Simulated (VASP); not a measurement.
Given:

```
CELL_PARAMETERS angstrom
      0.00000     3.25533     3.25533
      3.25533     0.00000     3.25533
      3.25533     3.25533     0.00000
ATOMIC_POSITIONS crystal
  Na 0.25000 0.25000 0.25000
  Na 0.75000 0.75000 0.75000
  S  0.00000 0.00000 0.00000
```

These are r2SCAN meta-GGA, VASP's PBE PAW potentials (set 64) (plane waves; VASP 6.6.1) values and carry that method's errors. Numerical set-up: 520 eV cut-off, 7×7×7 Γ-centred mesh, tetrahedra with Blöchl corrections, potentials Na_pv S.

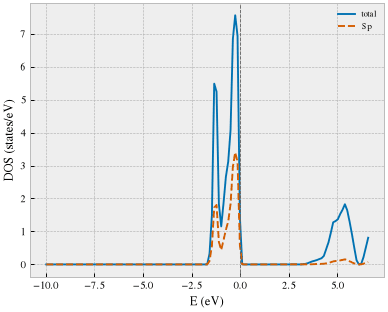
*Total and projected density of states, zero at the valence-band maximum*

Within 2 eV below the valence-band maximum the largest weight inside VASP's projection spheres is S p.

The gap is direct, 3.11 eV, from the valence maximum at Γ to the conduction minimum at Γ.

The compound is Na2S in the antifluorite structure. It was relaxed first.
